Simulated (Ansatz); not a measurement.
**Decaying states in the gap of K2LiCl3**

A new crystal, K2LiCl3: structure, gap and complex bands. It is built by putting Li for Na in the K2NaCl3 structure of space group P-3m1, with the volume rescaled by atomic radii. The parent structure comes from the Materials Project.

Calculated with Ansatz 0.2.0; r2SCAN DFT, plane waves, PAW files, in the first sound run; inputs show where later runs differ.

The structure was built from a prototype and need not be the compound's stable phase.

### 1. Set-up

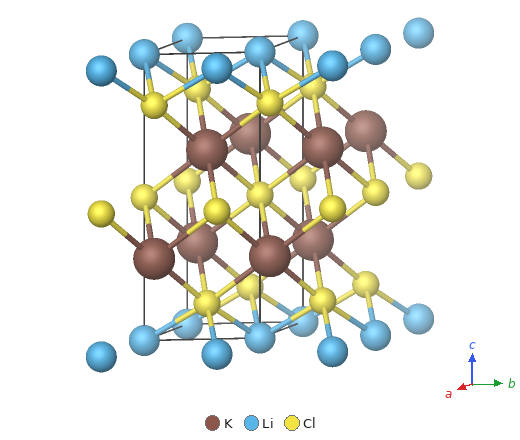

The cell as given, slightly off an axis (potassium brown, lithium blue, chlorine yellow). 2×2×1 cells are drawn. Bonds to atoms that aren't drawn are left out. Some periodic images of atoms are drawn too.

### 2. Relaxing the new crystal

The substituted atoms don't fit the parent's cell, so cell and atoms relax together. A small smearing keeps the run stable in case the gap closes on the way.

Contents of input.yaml:

```yaml
crystal:
  lattice:
    - [4.164688494, 0.0, 0.0]
    - [-2.082344247, 3.6067260347, 0.0]
    - [0.0, 0.0, 10.3003852635]
  atoms:
    - { symbol: K, position: [0.3333333333, 0.6666666667, 0.67902339] }
    - { symbol: K, position: [0.6666666667, 0.3333333333, 0.32097661] }
    - { symbol: Li, position: [0.0, 0.0, 0.0] }
    - { symbol: Cl, position: [0.3333333333, 0.6666666667, 0.1429916] }
    - { symbol: Cl, position: [0.6666666667, 0.3333333333, 0.8570084] }
    - { symbol: Cl, position: [0.0, 0.0, 0.5] }
kpoints:
  mp_grid: { grid: [6, 6, 2] }
scf:
  occupations: { method: gaussian, width: 0.03 }
hamiltonian:
  xc: r2scan
output:
  forces: true
  stress: true
relax:
  f_tol: 0.02
  max_steps: 60
  cell: {}
```

The run is started by

```sh
$ ansatz run input.yaml --threads 2 --pin off --max-ram 4096MiB --backend cpu --events-out ev --progress --plain --runs-dir out
```

Numbers of over 12 decimals in the logs are rounded to 6 here.

The program printed:

```text
Engine: ansatz 0.2.0, x86_64-unknown-linux-gnu
Pseudopotentials: kind: paw
Pseudopotential: K, paw, valence charge 9, recommended cutoff 500 eV (meta_gga), K.paw.azcp
Pseudopotential: Li, paw, valence charge 3, recommended cutoff 500 eV (meta_gga), Li.paw.azcp
Pseudopotential: Cl, paw, valence charge 7, recommended cutoff 500 eV (meta_gga), Cl.paw.azcp
Functional definition: r2SCAN
  parameter k0 = 0.174
  parameter k1 = 0.065
  parameter a1 = 4.9479
  exchange = r2scan_x(k0 = k0, k1 = k1, a1 = a1)
  correlation = r2scan_c
Crystal: 6 atoms, lattice volume = 154.721 Å³
Basis set: ecut = 500 eV, 3943 PW (Γ), exchange–correlation on 128×128×320 points (64 copies of the dense FFT grid, shifted against one another)
Bands: 27, of which v1, the nominal top of the filled ones, is band 21 counted from 1 (20 counted from 0)
Symmetry: 12 space group operations
Space group: P-3m1 (ITA 164), of the structure as read, at distance tolerance 5.4e-5 Å
k-points: 14 of 72
Non-local potential: K, projectors of the file, l = 0: 3, l = 1: 2, l = 2: 2
Non-local potential: Li, projectors of the file, l = 0: 3, l = 1: 2, l = 2: 1
Non-local potential: Cl, projectors of the file, l = 0: 2, l = 1: 2, l = 2: 2
PAW form: soft (Blöchl's): semilocal exchange-correlation on the pseudo side does not see the compensation charge
PAW frozen core: K, regenerated for the run's functional (the file was generated under x = pbe(κ = 0.804, μ = 0.219515), c = pbe(β = 0.066725))
PAW frozen core: Cl, regenerated for the run's functional (the file was generated under x = pbe(κ = 0.804, μ = 0.219515), c = pbe(β = 0.066725))
PAW one-centre angular grid: K, 302 points (default); XC on 160 Gauss nodes
PAW one-centre angular grid: Li, 302 points (default); XC on 327 of its mesh's 2665 points in the sphere
PAW one-centre angular grid: Cl, 302 points (default); XC on 160 Gauss nodes
Initial density: superposition of atomic densities (neutral atoms: chi_scale 0, normalization atom), corrected by the library's trained network
Initial wavefunctions: pseudopotential atomic-orbital guess
Functional: x = r2scan, c = r2scan; τ floored in thin density (d = 2e-4 eV/Å³)
SCF iter   1: F=—  HF=-6553.266317 eV  |F-HF|=—  |Δ(HF+E_count)|=         —  Δρ=4.12e-3  dr2=1.63e-2  dr2_τ=5.20e-3  ethr=1.77e-3  ⟨swp⟩=8.9  Hψ=2199  notcnv=0  defer=1
preconditioner: auto → Resta (q_TF=auto, 2.195 Å⁻¹)  ε∞=2.5  [insulator: Δε(μ)=6.050 eV  Ē_g=14.697 eV  σ=0.030 eV  W_gap=1.00  n_scr=36 (ndim 8)  ℏωp=17.9 eV  f_vac=0.036  D(μ)=0.00/eV (n_scr^D=0)  ε∞_Penn≈2.5]
SCF iter   2: F=—  HF=-6553.319343 eV  |F-HF|=—  |Δ(HF+E_count)|=   5.30e-2  Δρ=2.00e-3  dr2=3.44e-3  dr2_τ=1.45e-4  ethr=3.88e-5  ⟨swp⟩=3.0  Hψ=910  notcnv=0  defer=19
SCF iter   3: F=—  HF=-6553.319178 eV  |F-HF|=—  |Δ(HF+E_count)|=   1.65e-4  Δρ=4.08e-4  dr2=2.01e-4  dr2_τ=2.30e-5  ethr=8.19e-6  ⟨swp⟩=2.0  Hψ=632  notcnv=0  defer=5
automatic band count: iteration 3 solves 26 bands in place of 27: the levels show a gap, and the empty bands left out lie too high to hold charge; the band table lists the bands solved (type scf.n_extra_bands for more)
SCF iter   4: F=—  HF=-6553.319239 eV  |F-HF|=—  |Δ(HF+E_count)|=   6.08e-5  Δρ=5.98e-5  dr2=7.56e-6  dr2_τ=1.21e-6  ethr=4.79e-7  ⟨swp⟩=3.0  Hψ=627  notcnv=0  defer=5
SCF iter   5: F=—  HF=-6553.319395 eV  |F-HF|=—  |Δ(HF+E_count)|=   1.57e-4  Δρ=1.61e-5  dr2=4.39e-7  dr2_τ=3.99e-8  ethr=1.80e-8  ⟨swp⟩=2.0  Hψ=653  notcnv=0  defer=5
SCF iter   6: F=-6553.319395 eV  HF=-6553.319395 eV  |F-HF|=1.14e-8  |Δ(HF+E_count)|=   2.46e-7  Δρ=3.88e-6  dr2=3.03e-8  dr2_τ=6.35e-9  ethr=2.38e-10  ⟨swp⟩=4.0  Hψ=1260  notcnv=0
SCF 1 converged in 6 iterations: F = -6553.319395 eV  dr2 = 3.03e-8
  greatest PAW one-centre occupation: 0.999 electrons in one spin orbital (limit 2), on the Li atom at site 2 (counted from 0), in its partial waves of l = 0
relax step   1: F+E_penalty+E_count = -6553.31939536 eV  Δ(F+E_penalty+E_count) = +0.000e0 eV  max|allowed force component| = 4.195e-1 eV/Å  Δτ_max = 0.0000 Å  P = +0.603 GPa  Ω = 154.721 Å³  (6 SCF iters, dr2 threshold 1.00e-7 eV, accepted)
Crystal: 6 atoms, lattice volume = 154.827 Å³
Initial density: handed on by an earlier stage of this run
Initial wavefunctions: those handed on with the density
iter 1 solved again at ethr=2.22e-4 eV; its pass at ethr=3.10e-3 eV (dr2=9.34e-2 eV) is discarded
SCF iter   1: F=—  HF=-6553.290110 eV  |F-HF|=—  |Δ(HF+E_count)|=         —  Δρ=7.17e-3  dr2=9.43e-2  dr2_τ=1.40e0  ethr=2.22e-4  ⟨swp⟩=1.0  Hψ=2008  notcnv=0
automatic band count: iteration 1 solves 25 bands in place of 27: the levels show a gap, and the empty bands left out lie too high to hold charge; the band table lists the bands solved (type scf.n_extra_bands for more)
preconditioner: auto → Resta (q_TF=auto, 2.195 Å⁻¹)  ε∞=2.6  [insulator: Δε(μ)=5.529 eV  Ē_g=14.019 eV  σ=0.030 eV  W_gap=1.00  n_scr=36 (ndim 8)  ℏωp=17.9 eV  f_vac=0.044  D(μ)=0.00/eV (n_scr^D=0)  ε∞_Penn≈2.6]
SCF iter   2: F=—  HF=-6553.371620 eV  |F-HF|=—  |Δ(HF+E_count)|=   8.15e-2  Δρ=3.15e-3  dr2=1.76e-2  dr2_τ=1.44e-3  ethr=2.22e-4  ⟨swp⟩=3.2  Hψ=745  notcnv=0
SCF iter   3: F=—  HF=-6553.367373 eV  |F-HF|=—  |Δ(HF+E_count)|=   4.25e-3  Δρ=8.11e-4  dr2=1.23e-3  dr2_τ=3.33e-4  ethr=4.18e-5  ⟨swp⟩=2.5  Hψ=655  notcnv=0
SCF iter   4: F=—  HF=-6553.367414 eV  |F-HF|=—  |Δ(HF+E_count)|=   4.09e-5  Δρ=3.93e-4  dr2=3.68e-4  dr2_τ=9.92e-6  ethr=2.93e-6  ⟨swp⟩=1.0  Hψ=350  notcnv=0
SCF iter   5: F=—  HF=-6553.367547 eV  |F-HF|=—  |Δ(HF+E_count)|=   1.33e-4  Δρ=5.63e-5  dr2=6.58e-6  dr2_τ=4.97e-7  ethr=8.77e-7  ⟨swp⟩=2.0  Hψ=511  notcnv=0
SCF iter   6: F=—  HF=-6553.367548 eV  |F-HF|=—  |Δ(HF+E_count)|=   4.10e-7  Δρ=1.64e-5  dr2=6.03e-7  dr2_τ=4.53e-8  ethr=1.57e-8  ⟨swp⟩=2.0  Hψ=607  notcnv=0
SCF iter   7: F=-6553.367548 eV  HF=-6553.367548 eV  |F-HF|=9.83e-10  |Δ(HF+E_count)|=   4.45e-8  Δρ=4.08e-6  dr2=2.86e-8  dr2_τ=5.69e-9  ethr=1.43e-9  ⟨swp⟩=4.0  Hψ=1208  notcnv=0
SCF 2 converged in 7 iterations: F = -6553.367548 eV  dr2 = 2.86e-8
relax step   2: F+E_penalty+E_count = -6553.36754773 eV  Δ(F+E_penalty+E_count) = -4.815e-2 eV  max|allowed force component| = 2.136e-1 eV/Å  Δτ_max = 0.1962 Å  P = +0.142 GPa  Ω = 154.827 Å³  energy of the carried Pulay correction = -8.655e-6 eV  (7 SCF iters, dr2 threshold 6.00e-7 eV, accepted)
Crystal: 6 atoms, lattice volume = 155.679 Å³
Basis set: ecut = 500 eV, 3969 PW (Γ), exchange–correlation on 128×128×320 points (64 copies of the dense FFT grid, shifted against one another)
iter 1 solved again at ethr=2.46e-5 eV; its pass at ethr=3.10e-3 eV (dr2=1.03e-2 eV) is discarded
SCF iter   1: F=—  HF=-6553.344277 eV  |F-HF|=—  |Δ(HF+E_count)|=         —  Δρ=2.41e-3  dr2=1.04e-2  dr2_τ=1.51e-1  ethr=2.46e-5  ⟨swp⟩=1.1  Hψ=2067  notcnv=0
automatic band count: iteration 1 solves 25 bands in place of 27: the levels show a gap, and the empty bands left out lie too high to hold charge; the band table lists the bands solved (type scf.n_extra_bands for more)
preconditioner: auto → Resta (q_TF=auto, 2.193 Å⁻¹)  ε∞=2.6  [insulator: Δε(μ)=5.832 eV  Ē_g=14.165 eV  σ=0.030 eV  W_gap=1.00  n_scr=36 (ndim 8)  ℏωp=17.9 eV  f_vac=0.042  D(μ)=0.00/eV (n_scr^D=0)  ε∞_Penn≈2.6]
SCF iter   2: F=—  HF=-6553.384011 eV  |F-HF|=—  |Δ(HF+E_count)|=   3.97e-2  Δρ=8.77e-4  dr2=1.13e-3  dr2_τ=1.27e-4  ethr=2.46e-5  ⟨swp⟩=2.5  Hψ=695  notcnv=0
SCF iter   3: F=—  HF=-6553.383825 eV  |F-HF|=—  |Δ(HF+E_count)|=   1.86e-4  Δρ=2.51e-4  dr2=6.10e-5  dr2_τ=1.10e-5  ethr=2.68e-6  ⟨swp⟩=2.0  Hψ=564  notcnv=0
SCF iter   4: F=—  HF=-6553.383999 eV  |F-HF|=—  |Δ(HF+E_count)|=   1.74e-4  Δρ=7.33e-5  dr2=1.14e-5  dr2_τ=6.27e-7  ethr=1.45e-7  ⟨swp⟩=2.1  Hψ=490  notcnv=0
SCF iter   5: F=-6553.384001 eV  HF=-6553.384001 eV  |F-HF|=3.02e-8  |Δ(HF+E_count)|=   2.04e-6  Δρ=1.59e-5  dr2=3.85e-7  dr2_τ=5.03e-8  ethr=1.43e-9  ⟨swp⟩=3.0  Hψ=1522  notcnv=0
SCF 3 converged in 5 iterations: F = -6553.384001 eV  dr2 = 3.85e-7
relax step   3: F+E_penalty+E_count = -6553.38400113 eV  Δ(F+E_penalty+E_count) = -1.645e-2 eV  max|allowed force component| = 1.422e-2 eV/Å  Δτ_max = 0.0649 Å  P = +0.065 GPa  Ω = 155.679 Å³  energy of the carried Pulay correction = -7.792e-5 eV  (5 SCF iters, dr2 threshold 6.00e-7 eV, accepted)
[...]
relax step   4: F+E_penalty+E_count = -6553.38545482 eV  Δ(F+E_penalty+E_count) = -1.454e-3 eV  max|allowed force component| = 9.896e-3 eV/Å  Δτ_max = 0.0020 Å  P = +0.007 GPa  Ω = 155.865 Å³  energy of the carried Pulay correction = -9.299e-5 eV  (5 SCF iters, dr2 threshold 1.96e-7 eV, accepted)
[...]
relax step   5: F+E_penalty+E_count = -6553.38570189 eV  Δ(F+E_penalty+E_count) = -2.471e-4 eV  max|allowed force component| = 6.382e-4 eV/Å  Δτ_max = 0.0033 Å  P = -0.015 GPa  Ω = 155.869 Å³  energy of the carried Pulay correction = -9.329e-5 eV  (5 SCF iters, dr2 threshold 1.88e-8 eV, accepted)
Initial wavefunctions: pseudopotential atomic-orbital guess (no wavefunctions were taken with the density)
iter 1 solved again at ethr=1.95e-7 eV; its pass at ethr=3.10e-3 eV (dr2=8.21e-5 eV) is discarded
SCF iter   1: F=—  HF=-6553.385648 eV  |F-HF|=—  |Δ(HF+E_count)|=         —  Δρ=5.16e-5  dr2=1.66e-7  dr2_τ=5.78e-7  ethr=1.95e-7  ⟨swp⟩=3.6  Hψ=3131  notcnv=0
preconditioner: auto → Resta (q_TF=auto, 2.193 Å⁻¹)  ε∞=2.5  [insulator: Δε(μ)=5.859 eV  Ē_g=14.663 eV  σ=0.030 eV  W_gap=1.00  n_scr=36 (ndim 8)  ℏωp=17.8 eV  f_vac=0.042  D(μ)=0.00/eV (n_scr^D=0)  ε∞_Penn≈2.5]
SCF iter   2: F=—  HF=-6553.385813 eV  |F-HF|=—  |Δ(HF+E_count)|=   1.65e-4  Δρ=2.62e-5  dr2=4.52e-8  dr2_τ=4.89e-7  ethr=3.95e-10  ⟨swp⟩=2.0  Hψ=672  notcnv=0
SCF iter   3: F=—  HF=-6553.385811 eV  |F-HF|=—  |Δ(HF+E_count)|=   2.19e-6  Δρ=1.04e-6  dr2=1.12e-9  dr2_τ=3.58e-10  ethr=1.08e-10  ⟨swp⟩=2.0  Hψ=672  notcnv=0
SCF iter   4: F=—  HF=-6553.385811 eV  |F-HF|=—  |Δ(HF+E_count)|=   2.15e-9  Δρ=4.25e-7  dr2=1.75e-10  dr2_τ=6.49e-11  ethr=2.66e-12  ⟨swp⟩=2.0  Hψ=672  notcnv=0
SCF iter   5: F=-6553.385811 eV  HF=-6553.385811 eV  |F-HF|=9.09e-13  |Δ(HF+E_count)|=  5.88e-10  Δρ=6.65e-8  dr2=9.24e-12  dr2_τ=1.53e-12  ethr=1.00e-12  ⟨swp⟩=4.0  Hψ=1298  notcnv=0
SCF 6 converged in 5 iterations: F = -6553.385811 eV  dr2 = 9.24e-12
relax step   6: F+E_penalty+E_count = -6553.38581079 eV  Δ(F+E_penalty+E_count) = -1.089e-4 eV  max|allowed force component| = 6.745e-4 eV/Å  Δτ_max = 0.0000 Å  P = -0.016 GPa  Ω = 155.869 Å³  stress off target by 1.59e-2 GPa  SCF on the basis re-selected at this cell (its energy is not comparable with the rows above)  (5 SCF iters)
basis re-selected at this cell: Δ(F+E_penalty+E_count) = -1.089e-4 eV, ΔP = -0.001 GPa vs the last step (what re-selecting the basis moved, of the pressure what is left beyond the Pulay correction that the steps carried, after the strain that the cell walked since its last selection, with what the two solves' SCF thresholds leave and, on support functions, any second-order correction that the steps lacked; it is no m [...]
SCF converged after 5 iterations
Free energy (F): -6553.385811 eV
Harris-Foulkes:  -6553.385811 eV  (|F-HF|=9.09e-13)
Internal energy: -6553.385811 eV  (E = F + TS)
E sigma→0 (E₀):  -6553.385811 eV
Fermi energy:    3.790470 eV
--- Per-component energies (eV) ---
  E_band       = -390.234255
  E_kinetic    = 1014.594633
  E_local      = -1974.115992  (includes V_loc(G=0)·N_el)
  E_nonlocal   = 76.612177
  E_hartree    = 647.706641
  E_xc         = -593.055712
  E_vxc        = -795.160091  (∫ρ·V_xc dr)
  E_paw        = -3597.365076  (= ΣΔE_a)
  E_vpaw       = -52.405456  (= ΣTr[D̂ρ^β])
  E_aug_tail   = 0.000005  (compensation charges beyond the density's cutoff)
  E_vtau       = 44.827170  (kinetic-family band-sum trace: ∫τ·v_τ [+ j·A + Jᵃ·Aᵃ] dr)
  E_ewald      = -2126.960897
  E_core_change = -0.801591  (= ΣΔE_core)
  E_smearing   = -0.000000  (= −TS)
  E_closure    = 0.000000  (closes the sum)
  Σ components = -6553.385811   (vs F -6553.385811, Δ=0.00e0)
--- Forces (eV/Å), atoms counted from 1 ---
  atom   1  K     -0.00000000    -0.00000000    -0.00067447
  atom   2  K      0.00000000     0.00000000     0.00067447
  atom   3  Li     0.00000000    -0.00000000     0.00000000
  atom   4  Cl     0.00000000    -0.00000000     0.00047892
  atom   5  Cl    -0.00000000     0.00000000    -0.00047892
  atom   6  Cl    -0.00000000    -0.00000000     0.00000000
  max |Σ_I F_I| component: 4.70e-18 eV/Å
--- Stress (GPa, compression-positive) ---
       -0.015851       0.000000       0.000000
        0.000000      -0.015851      -0.000000
        0.000000      -0.000000      -0.014885
  P = ⅓ Tr σ = -0.0155 GPa (-0.155 kbar)
--- Relaxed structure (5 steps of the walk, 5 accepted, 1 SCFs on fresh bases) ---
  F+E_penalty+E_count = -6553.38581079 eV   max|allowed force component| = 6.745e-4 eV/Å   (the final SCF, on the basis selected at the relaxed cell)
  cell:  # Å, volume = 155.8689 Å³
    - [4.133286, 0, 4.699356427024796e-18]
    - [-2.066643, 3.579531, -2.349678213512389e-18]
    - [1.1622761644305408e-17, 0, 10.535085]
  atoms:
    - { symbol: K, position: [0.333333, 0.666667, 0.684829] }
    - { symbol: K, position: [0.666667, 0.333333, 0.315171] }
    - { symbol: Li, position: [0, 0, 0] }
    - { symbol: Cl, position: [0.333333, 0.666667, 0.129730] }
    - { symbol: Cl, position: [0.666667, 0.333333, 0.870270] }
    - { symbol: Cl, position: [0, 0, 0.500000] }
```

Run time: 22 s. Hardware: 2 threads of Intel Xeon Platinum 8175M at 2.50GHz (Skylake/Cascade Lake), shared host; peak memory 0.86 GiB.

Step by step:

| step | energy less that of the first step (eV) | largest force component (eV/Å) | pressure (GPa) | volume (Å³) |
| --- | --- | --- | --- | --- |
| 1 | 0.0000 | 0.4195 | 0.60 | 154.72 |
| 2 | -0.0482 | 0.2136 | 0.14 | 154.83 |
| 3 | -0.0646 | 0.0142 | 0.06 | 155.68 |
| 4 | -0.0661 | 0.0099 | 0.01 | 155.87 |
| 5 | -0.0663 | 0.0006 | -0.01 | 155.87 |
| 6* | -0.0664 | 0.0007 | -0.02 | 155.87 |

Relaxation steps marked * repeat the geometry before them on a plane-wave basis chosen anew for their cell, so energy and pressure can jump there.

Forces are held to the 12 operations that the run works with; a distortion that breaks them can't arise in this run.

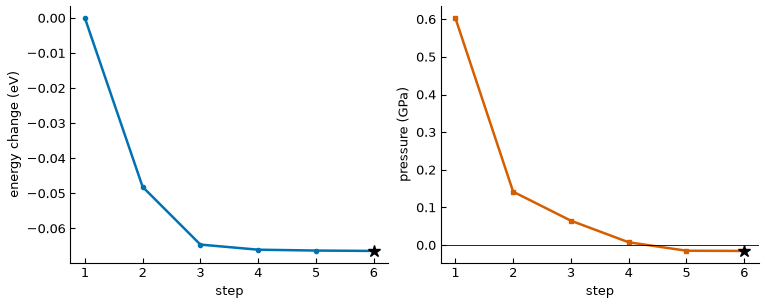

Energy and pressure along the relaxation. Stars mark steps on a basis chosen anew.

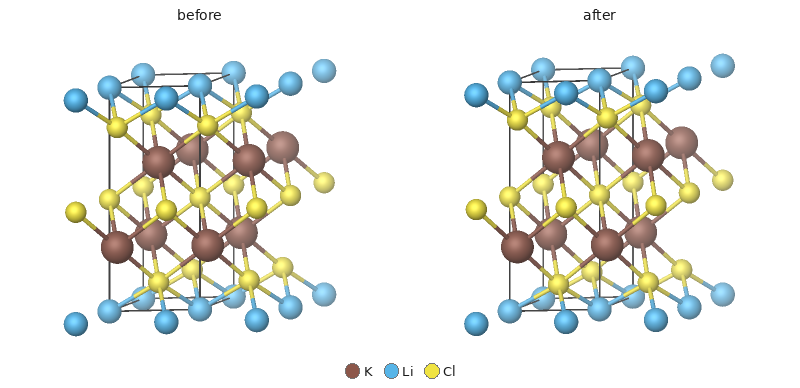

Before and after, at one scale. Bonds to atoms that aren't drawn are left out.

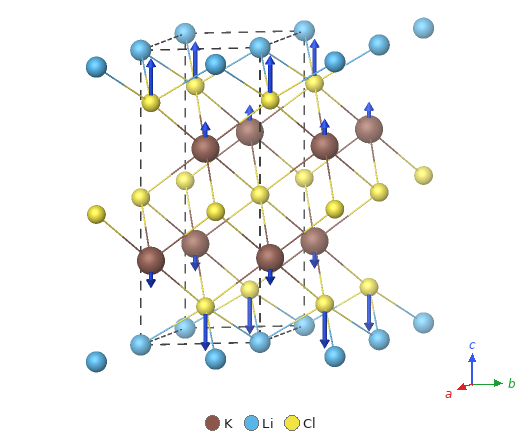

Displacements in the relaxation, exaggerated, measured against the changing cell; the longest in the cell stands for 0.14 Å. Bonds to atoms that aren't drawn are left out. 2×2×1 cells are drawn. Some periodic images of atoms are drawn too.

| conventional cell, symmetrised | before | after | change |
| --- | --- | --- | --- |
| a (Å) | 4.165 | 4.133 | -0.8 % |
| b (Å) | 4.165 | 4.133 | -0.8 % |
| c (Å) | 10.300 | 10.535 | +2.3 % |
| volume (Å³/atom) | 25.79 | 25.98 | +0.7 % |

The atoms that moved most (Å, as changes of fractional coordinates times the final cell):

| atom | dx | dy | dz | length |
| --- | --- | --- | --- | --- |
| Cl4 | 0.000 | 0.000 | -0.140 | 0.140 |
| Cl5 | 0.000 | 0.000 | 0.140 | 0.140 |
| K1 | 0.000 | 0.000 | 0.061 | 0.061 |
| K2 | 0.000 | 0.000 | -0.061 | 0.061 |

The relaxed structure:

```xyz
6
Lattice="4.1333 0.0000 0.0000 -2.0666 3.5795 0.0000 0.0000 0.0000 10.5351" Properties=species:S:1:pos:R:3 pbc="T T T"
K     0.0000    2.3864    7.2147
K     2.0666    1.1932    3.3204
Li    0.0000    0.0000    0.0000
Cl    0.0000    2.3864    1.3667
Cl    2.0666    1.1932    9.1684
Cl    0.0000    0.0000    5.2675
```

Numbers from this step:

| Property | Result |
| --- | --- |
| free energy | -6553.3858 eV |
| Fermi energy | 3.790 eV |
| pressure | -0.01553 GPa |

The largest force component on a free atom ends at 6.7e-4 eV/Å.

### 3. The bulk crystal and its band edges

The energy window and the wavevectors of the next steps follow from the band edges, so these are searched first, off the mesh as well.

Contents of input.yaml:

```yaml
crystal:
  lattice:
    - [4.1332859277, 0.0, 0.0]
    - [-2.0666429638, 3.5795306145, 0.0]
    - [0.0, 0.0, 10.5350849794]
  atoms:
    - { symbol: K, position: [0.3333333333, 0.6666666667, 0.6848287943] }
    - { symbol: K, position: [0.6666666667, 0.3333333333, 0.3151712057] }
    - { symbol: Li, position: [0.0, 0.0, 0.0] }
    - { symbol: Cl, position: [0.3333333333, 0.6666666667, 0.1297295142] }
    - { symbol: Cl, position: [0.6666666667, 0.3333333333, 0.8702704858] }
    - { symbol: Cl, position: [0.0, 0.0, 0.5] }
kpoints:
  mp_grid: { grid: [6, 6, 4] }
  band_path: { path: [VBM, CBM], npoints: 30 }
scf:
  occupations: { method: fixed }
hamiltonian:
  xc: r2scan
output:
  eigenvalues: true
  write_potential: true
  write_density: true
  volumetric_format: npy
```

The program printed:

```text
[...]
Crystal: 6 atoms, lattice volume = 155.869 Å³
Basis set: ecut = 500 eV, 3981 PW (Γ), exchange–correlation on 128×128×320 points (64 copies of the dense FFT grid, shifted against one another)
Bands: 27, of which v1, the nominal top of the filled ones, is band 21 counted from 1 (20 counted from 0)
Symmetry: 12 space group operations
[...]
k-points: 24 of 144
[...]
SCF iter   1: F=—  HF=-6553.333186 eV  |F-HF|=—  |Δ(HF+E_count)|=         —  Δρ=4.12e-3  dr2=1.65e-2  dr2_τ=4.84e-3  ethr=1.77e-3  ⟨swp⟩=4.8  Hψ=2768  notcnv=0  defer=87
[...]
SCF iter   6: F=-6553.385809 eV  HF=-6553.385809 eV  |F-HF|=6.45e-9  |Δ(HF+E_count)|=   2.76e-7  Δρ=3.76e-6  dr2=2.15e-8  dr2_τ=5.74e-9  ethr=2.38e-10  ⟨swp⟩=12.2  Hψ=3505  notcnv=0
SCF 1 converged in 6 iterations: F = -6553.385809 eV  dr2 = 2.15e-8
[...]
NSCF: frozen V_eff on 34 k-points
[...]
SCF converged after 6 iterations
Free energy (F): -6553.385809 eV
[...]
Internal energy: -6553.385809 eV  (E = F + TS)
E sigma→0 (E₀):  -6553.385809 eV
Fermi energy:    0.860833 eV
[...]
--- Band table (eV; the first three rows and the last of 24) ---
  k-point 0: bands = [... 17 lower, 0.6002, 0.8003, 0.8003, 0.8608, 6.7201, 8.1227, 8.7570, 9.0371, ... 2 higher]
  k-point 1: bands = [... 17 lower, 0.6470, 0.7715, 0.7797, 0.7797, 6.9033, 7.9434, 8.5297, 9.0328, ... 2 higher]
  k-point 2: bands = [... 17 lower, 0.7066, 0.7066, 0.7365, 0.7365, 7.2769, 7.5210, 8.4459, 9.0349, ... 2 higher]
  k-point 23: bands = [... 17 lower, 0.0563, 0.1469, 0.6453, 0.6453, 9.0874, 9.4221, 9.4221, 9.6560, ... 2 higher]
```

It took 14 s on 2 threads; peak memory 0.73 GiB; 28 s of CPU time.

This step gave:

```yaml
fermi_energy: 0.8608 eV
gap_on_the_k_mesh: 5.859 eV
gap_on_path: 5.859 eV, by band count; negative where bands overlap
direct_gap_on_path: 5.859 eV
edge_places_on_path: 0, 0 1/A along the path
```

Levels at VBM (eV): -1.38, -1.12, -0.34, -0.34, -0.26, -0.26, -0.06, -0.06, 0.00, 5.86, 7.26, 7.90.

The searched edges give 5.86 eV, as on the mesh.

(Part 1 of 3 ends here.)

[Logs are printed without paths, hosts, clocks, repeated set-up lines and the standing remarks that a program may print on its own settings, such as how far it seeks lower states.]

[Hosts, paths, dates, database ids (printed as entryN), source tags and the programs' standing remarks are cut or masked in the printed files.]

[New means built here by substitution; the compound itself may be known and measured.]
